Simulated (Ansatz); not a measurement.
# Geometry relaxation, with input and output: ZrHCl2OF

- system: ZrHCl2OF
- method: RHF/def2-SVP (Ansatz 0.2.0)

It belongs to a series of runs on one base structure; here: start relaxed. Figures and captions count atoms from 1; the log counts them from 0 in places.

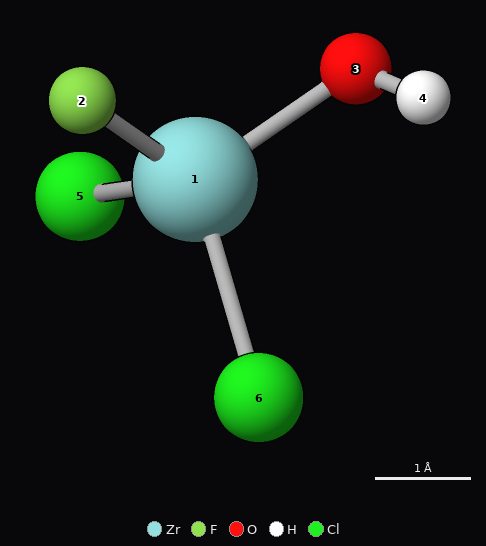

*The starting structure (ball-and-stick view, seen at a tilt; atoms are numbered from 1 in the order of the input). Sticks mark near contacts.*

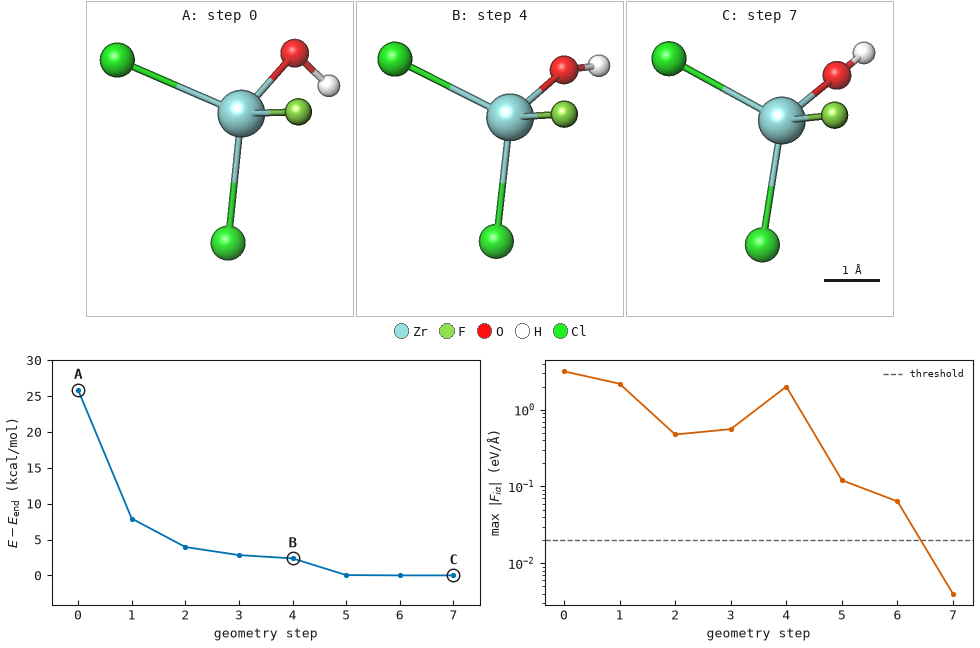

*Frames of the relaxation (ball-and-stick view, seen at a tilt) above the curves, on which the letters mark them (the first geometry is step 0 here and step 1 in the log).*

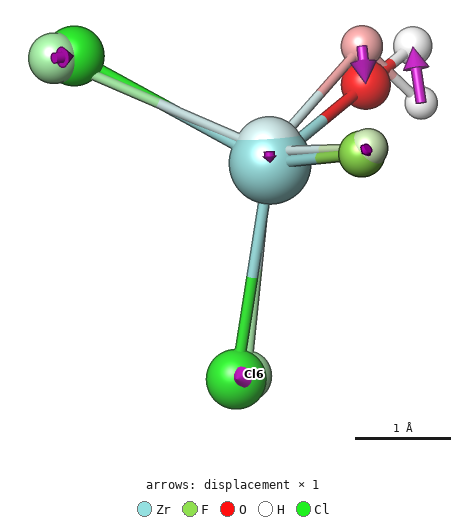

*Start (faint) and end (solid) with the displacements as pink arrows, at true length (ball-and-stick view, seen at a tilt). The two geometries are laid on each other by the best rigid fit.*

The atom that moves furthest after the best rigid fit is H4 (0.62 Å). By element the largest moves are H 0.62 Å, O 0.42 Å, Cl 0.27 Å, Zr 0.13 Å, F 0.11 Å. Distances before and after: Zr1–O3 2.070 → 1.887 Å, Zr1–Cl5 2.518 → 2.379 Å, Zr1–F2 1.980 → 1.897 Å, O3–H4 1.010 → 0.942 Å. Among the angles that change: Zr1–O3–H4 109.5° → 179.2°. Over 7 geometry steps the energy falls by 25.9 kcal/mol. The largest force component goes from 3.2 to 0.004 eV/Å. (Atoms are counted from 1 in the order of the input.)

These pictures come from the run below.

**The input**
```yaml
crystal:
  periodic: [false, false, false]
  atoms:
    - { symbol: Zr, position_ang: [0.0, 0.0, 0.0] }
    - { symbol: F, position_ang: [0.0, 0.0, 1.98] }
    - { symbol: O, position_ang: [1.952, 0.0, -0.6893] }
    - { symbol: H, position_ang: [2.2684, -0.9521, -0.806] }
    - { symbol: Cl, position_ang: [-1.1869, 2.0563, -0.8392] }
    - { symbol: Cl, position_ang: [-1.1869, -2.0563, -0.8392] }
basis:
  gaussian: { orbitals: def2-SVP }
hamiltonian:
  xc: hf
relax:
  f_tol: 0.02
  max_steps: 40
```

Run as:
```bash
ansatz run input.yaml --threads 1 --pin off --max-ram 2048MiB --backend cpu --events-out ev --progress --plain --runs-dir out
```

**The program's output**
```
The last accepted step is kept in [file] (removed where the run ends without a failure and the disk answers)
Engine: ansatz 0.2.0, aarch64-unknown-linux-gnu
Functional definition: HF
  exchange = exact_x
  correlation = 0
1021 factors; integrals over basis functions are off by at most 3.2e-4 eV
mean field evaluation 1: about -31021.5660 eV, gradient 5.4e1 eV
mean field evaluation 2: about -31021.6377 eV, gradient 5.4e1 eV
mean field evaluation 4: about -31028.2518 eV, gradient 2.7e0 eV
mean field evaluation 8: about -31028.3060 eV, gradient 1.2e-1 eV
mean field -31028.30611879 eV, -1140.2692181242 hartree, gradient 5.2e-5 eV, S^2 0.000000; 0 other end points of the search recorded, 0 dependent functions left out
the calculation of the forces begins
reference -31028.30611879 eV, -1140.2692181242 hartree; 32, 32 occupied and 68, 68 virtual orbitals, 1021 factors
relax step   1: F+E_penalty+E_count = -31028.30611879 eV  Δ(F+E_penalty+E_count) = +0.000e0 eV  max|allowed force component| = 3.164e0 eV/Å  Δτ_max = 0.0000 Å  (39 SCF iters, accepted)
these checks for a lower state are left out or cut short: starts, cluster_reference, orbital_swaps, neighbouring_geometries, increment
1021 factors; integrals over basis functions are off by at most 3.1e-4 eV
mean field evaluation 16: about -31029.0817 eV, gradient 1.1e0 eV
mean field -31029.08398668 eV, -1140.2978042420 hartree, gradient 1.0e-5 eV, S^2 0.000000; 0 other end points of the search recorded, 0 dependent functions left out
the calculation of the forces begins
reference -31029.08398668 eV, -1140.2978042420 hartree; 32, 32 occupied and 68, 68 virtual orbitals, 1021 factors
relax step   2: F+E_penalty+E_count = -31029.08398668 eV  Δ(F+E_penalty+E_count) = -7.779e-1 eV  max|allowed force component| = 2.181e0 eV/Å  Δτ_max = 0.1949 Å  (44 SCF iters, accepted)
these checks for a lower state are left out or cut short: starts, cluster_reference, orbital_swaps, neighbouring_geometries, increment
1021 factors; integrals over basis functions are off by at most 3.1e-4 eV
mean field -31029.25639053 eV, -1140.3041399665 hartree, gradient 1.1e-5 eV, S^2 0.000000; 0 other end points of the search recorded, 0 dependent functions left out
the calculation of the forces begins
reference -31029.25639053 eV, -1140.3041399665 hartree; 32, 32 occupied and 68, 68 virtual orbitals, 1021 factors
relax step   3: F+E_penalty+E_count = -31029.25639053 eV  Δ(F+E_penalty+E_count) = -1.724e-1 eV  max|allowed force component| = 4.758e-1 eV/Å  Δτ_max = 0.0755 Å  (39 SCF iters, accepted)
these checks for a lower state are left out or cut short: starts, cluster_reference, orbital_swaps, neighbouring_geometries, increment
1021 factors; integrals over basis functions are off by at most 3.2e-4 eV
mean field evaluation 32: about -31029.0636 eV, gradient 5.4e0 eV
mean field -31029.30501523 eV, -1140.3059268915 hartree, gradient 1.1e-5 eV, S^2 0.000000; 0 other end points of the search recorded, 0 dependent functions left out
the calculation of the forces begins
reference -31029.30501523 eV, -1140.3059268915 hartree; 32, 32 occupied and 68, 68 virtual orbitals, 1021 factors
relax step   4: F+E_penalty+E_count = -31029.30501523 eV  Δ(F+E_penalty+E_count) = -4.862e-2 eV  max|allowed force component| = 5.581e-1 eV/Å  Δτ_max = 0.0900 Å  (38 SCF iters, accepted)
these checks for a lower state are left out or cut short: starts, cluster_reference, orbital_swaps, neighbouring_geometries, increment
1021 factors; integrals over basis functions are off by at most 3.4e-4 eV
mean field -31029.32512833 eV, -1140.3066660341 hartree, gradient 1.2e-5 eV, S^2 0.000000; 0 other end points of the search recorded, 0 dependent functions left out
the calculation of the forces begins
reference -31029.32512833 eV, -1140.3066660341 hartree; 32, 32 occupied and 68, 68 virtual orbitals, 1021 factors
relax step   5: F+E_penalty+E_count = -31029.32512833 eV  Δ(F+E_penalty+E_count) = -2.011e-2 eV  max|allowed force component| = 2.001e0 eV/Å  Δτ_max = 0.1949 Å  (39 SCF iters, accepted)
these checks for a lower state are left out or cut short: starts, cluster_reference, orbital_swaps, neighbouring_geometries, increment
1021 factors; integrals over basis functions are off by at most 3.5e-4 eV
mean field -31029.42605915 eV, -1140.3103751734 hartree, gradient 1.1e-5 eV, S^2 0.000000; 0 other end points of the search recorded, 0 dependent functions left out
the calculation of the forces begins
reference -31029.42605915 eV, -1140.3103751734 hartree; 32, 32 occupied and 68, 68 virtual orbitals, 1021 factors
relax step   6: F+E_penalty+E_count = -31029.42605915 eV  Δ(F+E_penalty+E_count) = -1.009e-1 eV  max|allowed force component| = 1.207e-1 eV/Å  Δτ_max = 0.2000 Å  (38 SCF iters, accepted)
these checks for a lower state are left out or cut short: starts, cluster_reference, orbital_swaps, neighbouring_geometries, increment
1021 factors; integrals over basis functions are off by at most 3.5e-4 eV
mean field evaluation 64: about -31029.4278 eV, gradient 2.6e-5 eV
mean field -31029.42782584 eV, -1140.3104400979 hartree, gradient 1.2e-5 eV, S^2 0.000000; 0 other end points of the search recorded, 0 dependent functions left out
the calculation of the forces begins
reference -31029.42782584 eV, -1140.3104400979 hartree; 32, 32 occupied and 68, 68 virtual orbitals, 1021 factors
relax step   7: F+E_penalty+E_count = -31029.42782584 eV  Δ(F+E_penalty+E_count) = -1.767e-3 eV  max|allowed force component| = 6.393e-2 eV/Å  Δτ_max = 0.0394 Å  (37 SCF iters, accepted)
these checks for a lower state are left out or cut short: starts, cluster_reference, orbital_swaps, neighbouring_geometries, increment
1021 factors; integrals over basis functions are off by at most 3.5e-4 eV
mean field -31029.42790751 eV, -1140.3104430994 hartree, gradient 1.2e-5 eV, S^2 0.000000; 0 other end points of the search recorded, 0 dependent functions left out
the calculation of the forces begins
reference -31029.42790751 eV, -1140.3104430994 hartree; 32, 32 occupied and 68, 68 virtual orbitals, 1021 factors
relax step   8: F+E_penalty+E_count = -31029.42790751 eV  Δ(F+E_penalty+E_count) = -8.167e-5 eV  max|allowed force component| = 3.979e-3 eV/Å  Δτ_max = 0.0054 Å  (39 SCF iters, accepted)
1021 factors; integrals over basis functions are off by at most 3.5e-4 eV
mean field evaluation 96: about -31029.4279 eV, gradient 1.2e-5 eV
mean field -31029.42790751 eV, -1140.3104430994 hartree, gradient 1.2e-5 eV, S^2 0.000000; 1 other end points of the search recorded, 0 dependent functions left out
the calculation of the forces begins
reference -31029.42790751 eV, -1140.3104430994 hartree; 32, 32 occupied and 68, 68 virtual orbitals, 1021 factors
Total energy: -31029.42790751 eV, -1140.3104430994 hartree
Atom 0 at    -0.063113    -0.107146    -0.003516 Å, force     0.003979    -0.001427     0.000090 eV/Å
Atom 1 at    -0.054607    -0.026551     1.892105 Å, force    -0.000282     0.000163     0.000358 eV/Å
Atom 2 at     1.710072    -0.338293    -0.606741 Å, force    -0.000516     0.000351     0.000406 eV/Å
Atom 3 at     2.591151    -0.454247    -0.919608 Å, force     0.001835     0.000036     0.000087 eV/Å
Atom 4 at    -0.944325     1.929190    -0.861596 Å, force    -0.002123     0.002069    -0.000652 eV/Å
Atom 5 at    -1.392578    -1.955053    -0.694343 Å, force    -0.002893    -0.001192    -0.000290 eV/Å
Dipole moment:     0.641856    -0.081660    -0.173639 e Å
```

**Trajectory as extended XYZ (Å, eV, eV/Å), 8 frames, from step=1 to step=8**
```
6
Properties=species:S:1:pos:R:3:forces:R:3 step=1 energy=-31028.30612
Zr    0.0000    0.0000    0.0000    0.9194   0.5017   0.0271
F     0.0000    0.0000    1.9800    0.0161  -0.0516  -2.4713
O     1.9520    0.0000   -0.6893   -2.5486  -3.1638   0.8960
H     2.2684   -0.9521   -0.8060   -0.4064   2.7972   0.1476
Cl   -1.1869    2.0563   -0.8392    0.9810  -1.6778   0.7087
Cl   -1.1869   -2.0563   -0.8392    1.0385   1.5943   0.6919
6
Properties=species:S:1:pos:R:3:forces:R:3 step=2 energy=-31029.08399
Zr   -0.0228    0.0194   -0.0385    0.5049  -0.0450   0.6676
F    -0.0040   -0.0054    1.8495   -0.0085  -0.0032   0.4403
O     1.7837   -0.0658   -0.6397    1.2404  -2.1807  -0.4897
H     2.2688   -0.9081   -0.8091   -0.6190   1.9622   0.2256
Cl   -1.0991    1.9140   -0.7803   -0.6200   1.1868  -0.4858
Cl   -1.0800   -1.9062   -0.7755   -0.4977  -0.9200  -0.3580
6
Properties=species:S:1:pos:R:3:forces:R:3 step=3 energy=-31029.25639
Zr   -0.0336    0.0036   -0.0187    0.3382   0.1034   0.0265
F    -0.0140   -0.0115    1.8791   -0.0072   0.0004  -0.0189
O     1.7823   -0.0978   -0.6478   -0.4758  -0.4279   0.1728
H     2.3207   -0.8569   -0.8290    0.2751   0.2740  -0.1002
Cl   -1.0879    1.9713   -0.8045   -0.0635   0.1329  -0.0562
Cl   -1.1209   -1.9608   -0.7727   -0.0668  -0.0828  -0.0241
6
Properties=species:S:1:pos:R:3:forces:R:3 step=4 energy=-31029.30502
Zr   -0.0418   -0.0115   -0.0116    0.1599   0.1295  -0.1150
F    -0.0285   -0.0172    1.8858   -0.0017   0.0061  -0.0287
O     1.7657   -0.1255   -0.6370   -0.2361  -0.5581   0.0924
H     2.3905   -0.8076   -0.8573    0.0260   0.4326  -0.0085
Cl   -1.0716    1.9811   -0.8169    0.0362  -0.0778   0.0323
Cl   -1.1677   -1.9714   -0.7566    0.0158   0.0678   0.0275
6
Properties=species:S:1:pos:R:3:forces:R:3 step=5 energy=-31029.32513
Zr   -0.0602   -0.0398   -0.0027   -0.1154   0.0664  -0.1412
F    -0.0510   -0.0130    1.8931   -0.0040   0.0073   0.0302
O     1.7219   -0.2167   -0.6110    2.0005  -1.3711  -0.7308
H     2.5378   -0.6915   -0.9103   -1.9917   1.3424   0.7356
Cl   -1.0448    1.9790   -0.8296    0.0844  -0.1611   0.0588
Cl   -1.2571   -1.9701   -0.7331    0.0261   0.1161   0.0474
6
Properties=species:S:1:pos:R:3:forces:R:3 step=6 energy=-31029.42606
Zr   -0.0638   -0.0905   -0.0038    0.0831  -0.0505  -0.0484
F    -0.0518   -0.0215    1.8932   -0.0038   0.0037  -0.0408
O     1.7104   -0.3267   -0.6131   -0.1207   0.0165   0.0576
H     2.5871   -0.4976   -0.9128    0.0075   0.0242  -0.0090
Cl   -0.9705    1.9426   -0.8534    0.0272  -0.0454   0.0170
Cl   -1.3648   -1.9584   -0.7038    0.0068   0.0515   0.0237
6
Properties=species:S:1:pos:R:3:forces:R:3 step=7 energy=-31029.42783
Zr   -0.0605   -0.1060   -0.0039   -0.0639   0.0116   0.0173
F    -0.0556   -0.0257    1.8921    0.0067  -0.0016  -0.0112
O     1.7115   -0.3371   -0.6072    0.0565  -0.0086  -0.0174
H     2.5924   -0.4591   -0.9193   -0.0164   0.0056   0.0061
Cl   -0.9496    1.9289   -0.8602    0.0110  -0.0103   0.0031
Cl   -1.3917   -1.9531   -0.6952    0.0061   0.0033   0.0020
6
Properties=species:S:1:pos:R:3:forces:R:3 step=8 energy=-31029.42791
Zr   -0.0631   -0.1071   -0.0035    0.0040  -0.0014   0.0001
F    -0.0546   -0.0266    1.8921   -0.0003   0.0002   0.0004
O     1.7101   -0.3383   -0.6067   -0.0005   0.0004   0.0004
H     2.5912   -0.4542   -0.9196    0.0018   0.0000   0.0001
Cl   -0.9443    1.9292   -0.8616   -0.0021   0.0021  -0.0007
Cl   -1.3926   -1.9551   -0.6943   -0.0029  -0.0012  -0.0003
```

**Summary**

| quantity | value |
| --- | --- |
| outcome | converged |
| total energy | −31029.4279 eV |
| mean-field energy | −31029.4279 eV |
| largest force (length of the vector) at the end | 0.004 eV/Å |
| hardware | 1 thread of Arm Neoverse V1, 24 GiB of memory available, shared host |
| wall time | 25 s |
| peak memory | 0.2 GiB |
